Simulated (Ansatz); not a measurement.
Molecular dynamics, with input and output: GaNH4 (part 1 of 3)

- system: GaNH4
- method: RKS BHLYP/def2-mTZVP (Ansatz 0.2.0)

It belongs to a series of runs on one base structure; here: dynamics from the start. Figures and captions count atoms from 1; the log counts them from 0 in places.

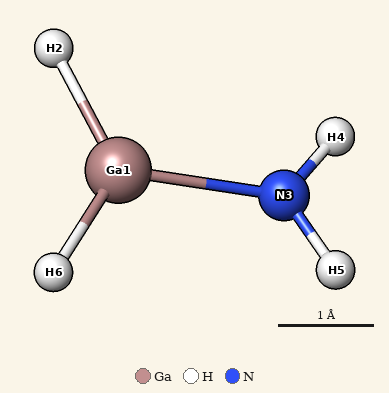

*The starting structure (ball-and-stick view, seen at a tilt; atoms are numbered from 1 in the order of the input). Sticks mark near contacts.*

**Results in brief**

- outcome: finished
- mean temperature over the second half: 501 K
- trajectory: 250 steps, 250 fs
- ensemble: nve_milne
- temperature in the input: 1000.0 K
- time step: 1.0 fs
- potential energy (last step): −53931.8867 eV
- mean-field energy (last step): −53931.8867 eV
- largest force (length of the vector) (last step): 2.010 eV/Å
- hardware: 2 threads of Arm Neoverse V1, 24 GiB of memory available, shared host
- wall time: 4.3 min (CPU time 8 min)
- peak memory: 0.12 GiB

**Notes**

So short a trajectory is not equilibrated.

**Input**
```yaml
crystal:
  periodic: [false, false, false]
  atoms:
    - { symbol: Ga, position_ang: [0.017868, -0.000155, -0.010915] }
    - { symbol: H, position_ang: [0.040996, -0.559178, 1.444935] }
    - { symbol: "N", position_ang: [1.589863, 0.000549, -0.918135] }
    - { symbol: H, position_ang: [2.456681, -0.329865, -0.541739] }
    - { symbol: H, position_ang: [1.699821, 0.33121, -1.856631] }
    - { symbol: H, position_ang: [-1.232729, 0.557439, -0.757515] }
basis:
  gaussian: { orbitals: def2-mTZVP }
hamiltonian:
  xc: { name: BHLYP }
md:
  timestep: 1.0
  n_steps: 250
  ensemble: nve_milne
  temperature: 1000.0
  initial_velocities: maxwell_boltzmann
  seed: 516104
  masses: [{ species: H, mass: 2.014 }]
```

Command:
```bash
ansatz run input.yaml --threads 2 --pin off --max-ram 3072MiB --backend cpu --events-out ev --progress --plain --runs-dir out
```

**What the program printed**
```
Engine: ansatz 0.2.0, aarch64-unknown-linux-gnu
Functional definition: BHLYP
  parameter a = 0.5
  exchange = (1 - a)*b88_x + a*exact_x
  correlation = lyp_c
667 factors; integrals over basis functions are off by at most 5.1e-4 eV
mean field evaluation 1: about -53926.4547 eV, gradient 5.5e1 eV
mean field evaluation 2: about -53919.8324 eV, gradient 7.4e1 eV
mean field evaluation 4: about -53932.0227 eV, gradient 4.8e-1 eV
mean field evaluation 8: about -53932.0412 eV, gradient 7.1e-2 eV
mean field -53932.04124562 eV, -1981.9659593260 hartree, gradient 5.4e-5 eV, S^2 0.000000; 0 other end points of the search recorded, 0 dependent functions left out
the calculation of the forces begins
reference -53932.04139868 eV, -1981.9659649509 hartree; 21, 21 occupied and 46, 46 virtual orbitals, 667 factors
md step     0: t =     0.00 fs  T =  1000.0 K  F+E_penalty+E_count = -53932.04124562 eV  E_kin = 0.517040 eV  conserved = -53931.52420562 eV  (24 SCF iters)
these checks for a lower state are left out or cut short: starts, cluster_reference, orbital_swaps, neighbouring_geometries, increment
667 factors; integrals over basis functions are off by at most 5.1e-4 eV
mean field evaluation 16: about -53931.9956 eV, gradient 1.6e0 eV
mean field -53932.01987955 eV, -1981.9651741374 hartree, gradient 6.0e-6 eV, S^2 0.000000; 0 other end points of the search recorded, 0 dependent functions left out
the calculation of the forces begins
reference -53932.02003210 eV, -1981.9651797434 hartree; 21, 21 occupied and 46, 46 virtual orbitals, 667 factors
md step     1: t =     1.00 fs  T =   960.5 K  F+E_penalty+E_count = -53932.01987955 eV  E_kin = 0.496602 eV  conserved = -53931.52327784 eV  (30 SCF iters)
[... from here on the SCF iterations and repeated set-up lines of each step are left out, up to the last step ...]
md step     2: t =     2.00 fs  T =   863.8 K  F+E_penalty+E_count = -53931.97077234 eV  E_kin = 0.446623 eV  conserved = -53931.52414895 eV  (30 SCF iters)
md step     3: t =     3.00 fs  T =   759.5 K  F+E_penalty+E_count = -53931.91694642 eV  E_kin = 0.392682 eV  conserved = -53931.52426472 eV  (31 SCF iters)
md step     4: t =     4.00 fs  T =   679.2 K  F+E_penalty+E_count = -53931.87535047 eV  E_kin = 0.351156 eV  conserved = -53931.52419492 eV  (30 SCF iters)
md step     5: t =     5.00 fs  T =   626.7 K  F+E_penalty+E_count = -53931.84821054 eV  E_kin = 0.324020 eV  conserved = -53931.52419094 eV  (31 SCF iters)
md step     6: t =     6.00 fs  T =   580.2 K  F+E_penalty+E_count = -53931.82411908 eV  E_kin = 0.299963 eV  conserved = -53931.52415624 eV  (31 SCF iters)
md step     7: t =     7.00 fs  T =   511.8 K  F+E_penalty+E_count = -53931.78887619 eV  E_kin = 0.264640 eV  conserved = -53931.52423635 eV  (29 SCF iters)
md step     8: t =     8.00 fs  T =   419.6 K  F+E_penalty+E_count = -53931.74122039 eV  E_kin = 0.216932 eV  conserved = -53931.52428860 eV  (30 SCF iters)
md step     9: t =     9.00 fs  T =   337.5 K  F+E_penalty+E_count = -53931.69879981 eV  E_kin = 0.174515 eV  conserved = -53931.52428447 eV  (30 SCF iters)
md step    10: t =    10.00 fs  T =   306.2 K  F+E_penalty+E_count = -53931.68264227 eV  E_kin = 0.158319 eV  conserved = -53931.52432279 eV  (24 SCF iters)
md step    11: t =    11.00 fs  T =   324.8 K  F+E_penalty+E_count = -53931.69224129 eV  E_kin = 0.167934 eV  conserved = -53931.52430725 eV  (30 SCF iters)
md step    12: t =    12.00 fs  T =   347.1 K  F+E_penalty+E_count = -53931.70373348 eV  E_kin = 0.179444 eV  conserved = -53931.52428990 eV  (29 SCF iters)
md step    13: t =    13.00 fs  T =   328.2 K  F+E_penalty+E_count = -53931.69383881 eV  E_kin = 0.169718 eV  conserved = -53931.52412075 eV  (29 SCF iters)
md step    14: t =    14.00 fs  T =   262.4 K  F+E_penalty+E_count = -53931.65981922 eV  E_kin = 0.135648 eV  conserved = -53931.52417157 eV  (29 SCF iters)
md step    15: t =    15.00 fs  T =   181.3 K  F+E_penalty+E_count = -53931.61796687 eV  E_kin = 0.093730 eV  conserved = -53931.52423669 eV  (30 SCF iters)
md step    16: t =    16.00 fs  T =   125.6 K  F+E_penalty+E_count = -53931.58913980 eV  E_kin = 0.064918 eV  conserved = -53931.52422170 eV  (26 SCF iters)
md step    17: t =    17.00 fs  T =   119.3 K  F+E_penalty+E_count = -53931.58591517 eV  E_kin = 0.061695 eV  conserved = -53931.52422060 eV  (24 SCF iters)
md step    18: t =    18.00 fs  T =   158.8 K  F+E_penalty+E_count = -53931.60630299 eV  E_kin = 0.082129 eV  conserved = -53931.52417414 eV  (31 SCF iters)
md step    19: t =    19.00 fs  T =   217.7 K  F+E_penalty+E_count = -53931.63686430 eV  E_kin = 0.112564 eV  conserved = -53931.52430051 eV  (30 SCF iters)
md step    20: t =    20.00 fs  T =   271.9 K  F+E_penalty+E_count = -53931.66482387 eV  E_kin = 0.140564 eV  conserved = -53931.52425949 eV  (30 SCF iters)
md step    21: t =    21.00 fs  T =   322.8 K  F+E_penalty+E_count = -53931.69119245 eV  E_kin = 0.166920 eV  conserved = -53931.52427209 eV  (29 SCF iters)
md step    22: t =    22.00 fs  T =   396.8 K  F+E_penalty+E_count = -53931.72954594 eV  E_kin = 0.205185 eV  conserved = -53931.52436107 eV  (30 SCF iters)
md step    23: t =    23.00 fs  T =   505.3 K  F+E_penalty+E_count = -53931.78562485 eV  E_kin = 0.261278 eV  conserved = -53931.52434675 eV  (30 SCF iters)
md step    24: t =    24.00 fs  T =   617.8 K  F+E_penalty+E_count = -53931.84373542 eV  E_kin = 0.319416 eV  conserved = -53931.52431980 eV  (30 SCF iters)
md step    25: t =    25.00 fs  T =   687.5 K  F+E_penalty+E_count = -53931.87956517 eV  E_kin = 0.355463 eV  conserved = -53931.52410231 eV  (31 SCF iters)
md step    26: t =    26.00 fs  T =   694.7 K  F+E_penalty+E_count = -53931.88338186 eV  E_kin = 0.359190 eV  conserved = -53931.52419214 eV  (31 SCF iters)
md step    27: t =    27.00 fs  T =   662.7 K  F+E_penalty+E_count = -53931.86686069 eV  E_kin = 0.342628 eV  conserved = -53931.52423221 eV  (31 SCF iters)
md step    28: t =    28.00 fs  T =   632.4 K  F+E_penalty+E_count = -53931.85113748 eV  E_kin = 0.326975 eV  conserved = -53931.52416268 eV  (31 SCF iters)
md step    29: t =    29.00 fs  T =   633.4 K  F+E_penalty+E_count = -53931.85168564 eV  E_kin = 0.327494 eV  conserved = -53931.52419126 eV  (24 SCF iters)
md step    30: t =    30.00 fs  T =   667.2 K  F+E_penalty+E_count = -53931.86914684 eV  E_kin = 0.344984 eV  conserved = -53931.52416283 eV  (31 SCF iters)
md step    31: t =    31.00 fs  T =   707.9 K  F+E_penalty+E_count = -53931.89029613 eV  E_kin = 0.366021 eV  conserved = -53931.52427500 eV  (30 SCF iters)
md step    32: t =    32.00 fs  T =   723.5 K  F+E_penalty+E_count = -53931.89825157 eV  E_kin = 0.374086 eV  conserved = -53931.52416528 eV  (30 SCF iters)
md step    33: t =    33.00 fs  T =   701.8 K  F+E_penalty+E_count = -53931.88705349 eV  E_kin = 0.362876 eV  conserved = -53931.52417756 eV  (30 SCF iters)
md step    34: t =    34.00 fs  T =   667.3 K  F+E_penalty+E_count = -53931.86942659 eV  E_kin = 0.345046 eV  conserved = -53931.52438095 eV  (26 SCF iters)
md step    35: t =    35.00 fs  T =   657.8 K  F+E_penalty+E_count = -53931.86444322 eV  E_kin = 0.340112 eV  conserved = -53931.52433148 eV  (30 SCF iters)
md step    36: t =    36.00 fs  T =   678.4 K  F+E_penalty+E_count = -53931.87501581 eV  E_kin = 0.350744 eV  conserved = -53931.52427132 eV  (30 SCF iters)
md step    37: t =    37.00 fs  T =   691.9 K  F+E_penalty+E_count = -53931.88191796 eV  E_kin = 0.357716 eV  conserved = -53931.52420150 eV  (31 SCF iters)
md step    38: t =    38.00 fs  T =   655.6 K  F+E_penalty+E_count = -53931.86319664 eV  E_kin = 0.338948 eV  conserved = -53931.52424907 eV  (30 SCF iters)
md step    39: t =    39.00 fs  T =   562.9 K  F+E_penalty+E_count = -53931.81520531 eV  E_kin = 0.291034 eV  conserved = -53931.52417143 eV  (30 SCF iters)
md step    40: t =    40.00 fs  T =   444.9 K  F+E_penalty+E_count = -53931.75420110 eV  E_kin = 0.230041 eV  conserved = -53931.52416050 eV  (31 SCF iters)
md step    41: t =    41.00 fs  T =   346.4 K  F+E_penalty+E_count = -53931.70331025 eV  E_kin = 0.179084 eV  conserved = -53931.52422623 eV  (24 SCF iters)
md step    42: t =    42.00 fs  T =   296.2 K  F+E_penalty+E_count = -53931.67736009 eV  E_kin = 0.153156 eV  conserved = -53931.52420392 eV  (24 SCF iters)
md step    43: t =    43.00 fs  T =   291.7 K  F+E_penalty+E_count = -53931.67507855 eV  E_kin = 0.150818 eV  conserved = -53931.52426018 eV  (31 SCF iters)
md step    44: t =    44.00 fs  T =   303.9 K  F+E_penalty+E_count = -53931.68129536 eV  E_kin = 0.157148 eV  conserved = -53931.52414748 eV  (30 SCF iters)
md step    45: t =    45.00 fs  T =   299.8 K  F+E_penalty+E_count = -53931.67924684 eV  E_kin = 0.155025 eV  conserved = -53931.52422140 eV  (29 SCF iters)
md step    46: t =    46.00 fs  T =   275.1 K  F+E_penalty+E_count = -53931.66659716 eV  E_kin = 0.142255 eV  conserved = -53931.52434252 eV  (29 SCF iters)
md step    47: t =    47.00 fs  T =   260.2 K  F+E_penalty+E_count = -53931.65885268 eV  E_kin = 0.134558 eV  conserved = -53931.52429482 eV  (29 SCF iters)
md step    48: t =    48.00 fs  T =   286.5 K  F+E_penalty+E_count = -53931.67243896 eV  E_kin = 0.148118 eV  conserved = -53931.52432065 eV  (23 SCF iters)
md step    49: t =    49.00 fs  T =   347.1 K  F+E_penalty+E_count = -53931.70371346 eV  E_kin = 0.179456 eV  conserved = -53931.52425794 eV  (30 SCF iters)
md step    50: t =    50.00 fs  T =   401.4 K  F+E_penalty+E_count = -53931.73180536 eV  E_kin = 0.207516 eV  conserved = -53931.52428972 eV  (29 SCF iters)
md step    51: t =    51.00 fs  T =   420.2 K  F+E_penalty+E_count = -53931.74141417 eV  E_kin = 0.217257 eV  conserved = -53931.52415699 eV  (29 SCF iters)
md step    52: t =    52.00 fs  T =   411.4 K  F+E_penalty+E_count = -53931.73685184 eV  E_kin = 0.212723 eV  conserved = -53931.52412847 eV  (30 SCF iters)
md step    53: t =    53.00 fs  T =   409.6 K  F+E_penalty+E_count = -53931.73601468 eV  E_kin = 0.211782 eV  conserved = -53931.52423311 eV  (26 SCF iters)
md step    54: t =    54.00 fs  T =   445.3 K  F+E_penalty+E_count = -53931.75446380 eV  E_kin = 0.230249 eV  conserved = -53931.52421455 eV  (24 SCF iters)
md step    55: t =    55.00 fs  T =   522.2 K  F+E_penalty+E_count = -53931.79422365 eV  E_kin = 0.270010 eV  conserved = -53931.52421374 eV  (29 SCF iters)
md step    56: t =    56.00 fs  T =   614.9 K  F+E_penalty+E_count = -53931.84204574 eV  E_kin = 0.317918 eV  conserved = -53931.52412817 eV  (29 SCF iters)
md step    57: t =    57.00 fs  T =   684.3 K  F+E_penalty+E_count = -53931.87807267 eV  E_kin = 0.353827 eV  conserved = -53931.52424544 eV  (29 SCF iters)
md step    58: t =    58.00 fs  T =   710.2 K  F+E_penalty+E_count = -53931.89148017 eV  E_kin = 0.367185 eV  conserved = -53931.52429533 eV  (29 SCF iters)
md step    59: t =    59.00 fs  T =   708.8 K  F+E_penalty+E_count = -53931.89070290 eV  E_kin = 0.366457 eV  conserved = -53931.52424584 eV  (29 SCF iters)
md step    60: t =    60.00 fs  T =   717.4 K  F+E_penalty+E_count = -53931.89526351 eV  E_kin = 0.370931 eV  conserved = -53931.52433248 eV  (30 SCF iters)
md step    61: t =    61.00 fs  T =   750.7 K  F+E_penalty+E_count = -53931.91245079 eV  E_kin = 0.388119 eV  conserved = -53931.52433213 eV  (29 SCF iters)
md step    62: t =    62.00 fs  T =   779.5 K  F+E_penalty+E_count = -53931.92738191 eV  E_kin = 0.403058 eV  conserved = -53931.52432346 eV  (29 SCF iters)
md step    63: t =    63.00 fs  T =   765.8 K  F+E_penalty+E_count = -53931.92005729 eV  E_kin = 0.395928 eV  conserved = -53931.52412943 eV  (29 SCF iters)
md step    64: t =    64.00 fs  T =   702.7 K  F+E_penalty+E_count = -53931.88750285 eV  E_kin = 0.363343 eV  conserved = -53931.52416019 eV  (28 SCF iters)
md step    65: t =    65.00 fs  T =   623.6 K  F+E_penalty+E_count = -53931.84669855 eV  E_kin = 0.322437 eV  conserved = -53931.52426130 eV  (29 SCF iters)
md step    66: t =    66.00 fs  T =   570.9 K  F+E_penalty+E_count = -53931.81937404 eV  E_kin = 0.295166 eV  conserved = -53931.52420823 eV  (24 SCF iters)
md step    67: t =    67.00 fs  T =   564.3 K  F+E_penalty+E_count = -53931.81594070 eV  E_kin = 0.291750 eV  conserved = -53931.52419081 eV  (24 SCF iters)
md step    68: t =    68.00 fs  T =   588.3 K  F+E_penalty+E_count = -53931.82833358 eV  E_kin = 0.304167 eV  conserved = -53931.52416620 eV  (31 SCF iters)
md step    69: t =    69.00 fs  T =   601.4 K  F+E_penalty+E_count = -53931.83521718 eV  E_kin = 0.310934 eV  conserved = -53931.52428273 eV  (31 SCF iters)
md step    70: t =    70.00 fs  T =   566.2 K  F+E_penalty+E_count = -53931.81694336 eV  E_kin = 0.292753 eV  conserved = -53931.52418990 eV  (30 SCF iters)
md step    71: t =    71.00 fs  T =   478.5 K  F+E_penalty+E_count = -53931.77158421 eV  E_kin = 0.247387 eV  conserved = -53931.52419691 eV  (30 SCF iters)
md step    72: t =    72.00 fs  T =   376.2 K  F+E_penalty+E_count = -53931.71886263 eV  E_kin = 0.194500 eV  conserved = -53931.52436243 eV  (25 SCF iters)
md step    73: t =    73.00 fs  T =   305.5 K  F+E_penalty+E_count = -53931.68227651 eV  E_kin = 0.157965 eV  conserved = -53931.52431106 eV  (30 SCF iters)
md step    74: t =    74.00 fs  T =   274.8 K  F+E_penalty+E_count = -53931.66642539 eV  E_kin = 0.142104 eV  conserved = -53931.52432189 eV  (30 SCF iters)
md step    75: t =    75.00 fs  T =   255.6 K  F+E_penalty+E_count = -53931.65628823 eV  E_kin = 0.132130 eV  conserved = -53931.52415839 eV  (30 SCF iters)
md step    76: t =    76.00 fs  T =   220.7 K  F+E_penalty+E_count = -53931.63828340 eV  E_kin = 0.114102 eV  conserved = -53931.52418123 eV  (30 SCF iters)
md step    77: t =    77.00 fs  T =   177.3 K  F+E_penalty+E_count = -53931.61591129 eV  E_kin = 0.091681 eV  conserved = -53931.52422992 eV  (31 SCF iters)
md step    78: t =    78.00 fs  T =   155.8 K  F+E_penalty+E_count = -53931.60470554 eV  E_kin = 0.080559 eV  conserved = -53931.52414657 eV  (31 SCF iters)
md step    79: t =    79.00 fs  T =   181.6 K  F+E_penalty+E_count = -53931.61807400 eV  E_kin = 0.093879 eV  conserved = -53931.52419515 eV  (23 SCF iters)
md step    80: t =    80.00 fs  T =   255.7 K  F+E_penalty+E_count = -53931.65638267 eV  E_kin = 0.132206 eV  conserved = -53931.52417680 eV  (25 SCF iters)
md step    81: t =    81.00 fs  T =   350.3 K  F+E_penalty+E_count = -53931.70533273 eV  E_kin = 0.181094 eV  conserved = -53931.52423868 eV  (30 SCF iters)
md step    82: t =    82.00 fs  T =   424.7 K  F+E_penalty+E_count = -53931.74377796 eV  E_kin = 0.219607 eV  conserved = -53931.52417104 eV  (30 SCF iters)
md step    83: t =    83.00 fs  T =   451.7 K  F+E_penalty+E_count = -53931.75770665 eV  E_kin = 0.233543 eV  conserved = -53931.52416370 eV  (30 SCF iters)
md step    84: t =    84.00 fs  T =   441.7 K  F+E_penalty+E_count = -53931.75271936 eV  E_kin = 0.228390 eV  conserved = -53931.52432915 eV  (30 SCF iters)
md step    85: t =    85.00 fs  T =   437.6 K  F+E_penalty+E_count = -53931.75055552 eV  E_kin = 0.226236 eV  conserved = -53931.52431945 eV  (31 SCF iters)
md step    86: t =    86.00 fs  T =   472.3 K  F+E_penalty+E_count = -53931.76849801 eV  E_kin = 0.244195 eV  conserved = -53931.52430292 eV  (31 SCF iters)
md step    87: t =    87.00 fs  T =   538.8 K  F+E_penalty+E_count = -53931.80278028 eV  E_kin = 0.278560 eV  conserved = -53931.52422069 eV  (31 SCF iters)
md step    88: t =    88.00 fs  T =   603.9 K  F+E_penalty+E_count = -53931.83648667 eV  E_kin = 0.312233 eV  conserved = -53931.52425364 eV  (31 SCF iters)
md step    89: t =    89.00 fs  T =   649.0 K  F+E_penalty+E_count = -53931.85975007 eV  E_kin = 0.335545 eV  conserved = -53931.52420459 eV  (25 SCF iters)
md step    90: t =    90.00 fs  T =   682.1 K  F+E_penalty+E_count = -53931.87680695 eV  E_kin = 0.352668 eV  conserved = -53931.52413926 eV  (31 SCF iters)
md step    91: t =    91.00 fs  T =   722.7 K  F+E_penalty+E_count = -53931.89787928 eV  E_kin = 0.373684 eV  conserved = -53931.52419506 eV  (30 SCF iters)
md step    92: t =    92.00 fs  T =   780.4 K  F+E_penalty+E_count = -53931.92768625 eV  E_kin = 0.403478 eV  conserved = -53931.52420845 eV  (31 SCF iters)
md step    93: t =    93.00 fs  T =   842.9 K  F+E_penalty+E_count = -53931.96001780 eV  E_kin = 0.435788 eV  conserved = -53931.52422997 eV  (31 SCF iters)
md step    94: t =    94.00 fs  T =   880.9 K  F+E_penalty+E_count = -53931.97956779 eV  E_kin = 0.455462 eV  conserved = -53931.52410628 eV  (30 SCF iters)
md step    95: t =    95.00 fs  T =   863.5 K  F+E_penalty+E_count = -53931.97067617 eV  E_kin = 0.446486 eV  conserved = -53931.52419008 eV  (30 SCF iters)
md step    96: t =    96.00 fs  T =   786.2 K  F+E_penalty+E_count = -53931.93079347 eV  E_kin = 0.406478 eV  conserved = -53931.52431560 eV  (29 SCF iters)
md step    97: t =    97.00 fs  T =   683.0 K  F+E_penalty+E_count = -53931.87738455 eV  E_kin = 0.353138 eV  conserved = -53931.52424651 eV  (29 SCF iters)
md step    98: t =    98.00 fs  T =   603.5 K  F+E_penalty+E_count = -53931.83631746 eV  E_kin = 0.312008 eV  conserved = -53931.52430923 eV  (30 SCF iters)
md step    99: t =    99.00 fs  T =   566.5 K  F+E_penalty+E_count = -53931.81721083 eV  E_kin = 0.292918 eV  conserved = -53931.52429298 eV  (30 SCF iters)
md step   100: t =   100.00 fs  T =   543.7 K  F+E_penalty+E_count = -53931.80540271 eV  E_kin = 0.281107 eV  conserved = -53931.52429605 eV  (30 SCF iters)
md step   101: t =   101.00 fs  T =   497.9 K  F+E_penalty+E_count = -53931.78160238 eV  E_kin = 0.257450 eV  conserved = -53931.52415280 eV  (29 SCF iters)
md step   102: t =   102.00 fs  T =   422.9 K  F+E_penalty+E_count = -53931.74278832 eV  E_kin = 0.218664 eV  conserved = -53931.52412409 eV  (30 SCF iters)
md step   103: t =   103.00 fs  T =   345.6 K  F+E_penalty+E_count = -53931.70293624 eV  E_kin = 0.178699 eV  conserved = -53931.52423729 eV  (29 SCF iters)
md step   104: t =   104.00 fs  T =   298.3 K  F+E_penalty+E_count = -53931.67845607 eV  E_kin = 0.154255 eV  conserved = -53931.52420122 eV  (24 SCF iters)
md step   105: t =   105.00 fs  T =   291.4 K  F+E_penalty+E_count = -53931.67486112 eV  E_kin = 0.150651 eV  conserved = -53931.52420988 eV  (30 SCF iters)
md step   106: t =   106.00 fs  T =   305.6 K  F+E_penalty+E_count = -53931.68216882 eV  E_kin = 0.158026 eV  conserved = -53931.52414285 eV  (25 SCF iters)
md step   107: t =   107.00 fs  T =   303.3 K  F+E_penalty+E_count = -53931.68105457 eV  E_kin = 0.156825 eV  conserved = -53931.52422975 eV  (29 SCF iters)
md step   108: t =   108.00 fs  T =   259.2 K  F+E_penalty+E_count = -53931.65830482 eV  E_kin = 0.134031 eV  conserved = -53931.52427419 eV  (29 SCF iters)
md step   109: t =   109.00 fs  T =   188.0 K  F+E_penalty+E_count = -53931.62140980 eV  E_kin = 0.097187 eV  conserved = -53931.52422267 eV  (28 SCF iters)
md step   110: t =   110.00 fs  T =   140.4 K  F+E_penalty+E_count = -53931.59693018 eV  E_kin = 0.072594 eV  conserved = -53931.52433621 eV  (29 SCF iters)
md step   111: t =   111.00 fs  T =   159.3 K  F+E_penalty+E_count = -53931.60672597 eV  E_kin = 0.082386 eV  conserved = -53931.52434040 eV  (24 SCF iters)
md step   112: t =   112.00 fs  T =   237.5 K  F+E_penalty+E_count = -53931.64715194 eV  E_kin = 0.122819 eV  conserved = -53931.52433291 eV  (30 SCF iters)
md step   113: t =   113.00 fs  T =   333.2 K  F+E_penalty+E_count = -53931.69645812 eV  E_kin = 0.172288 eV  conserved = -53931.52416972 eV  (29 SCF iters)
md step   114: t =   114.00 fs  T =   413.5 K  F+E_penalty+E_count = -53931.73796874 eV  E_kin = 0.213807 eV  conserved = -53931.52416214 eV  (28 SCF iters)
md step   115: t =   115.00 fs  T =   477.9 K  F+E_penalty+E_count = -53931.77133856 eV  E_kin = 0.247108 eV  conserved = -53931.52423095 eV  (29 SCF iters)
md step   116: t =   116.00 fs  T =   543.9 K  F+E_penalty+E_count = -53931.80543057 eV  E_kin = 0.281238 eV  conserved = -53931.52419291 eV  (29 SCF iters)
md step   117: t =   117.00 fs  T =   623.4 K  F+E_penalty+E_count = -53931.84651049 eV  E_kin = 0.322317 eV  conserved = -53931.52419381 eV  (30 SCF iters)
md step   118: t =   118.00 fs  T =   708.9 K  F+E_penalty+E_count = -53931.89065749 eV  E_kin = 0.366525 eV  conserved = -53931.52413290 eV  (29 SCF iters)
md step   119: t =   119.00 fs  T =   773.6 K  F+E_penalty+E_count = -53931.92424413 eV  E_kin = 0.399989 eV  conserved = -53931.52425529 eV  (29 SCF iters)
```
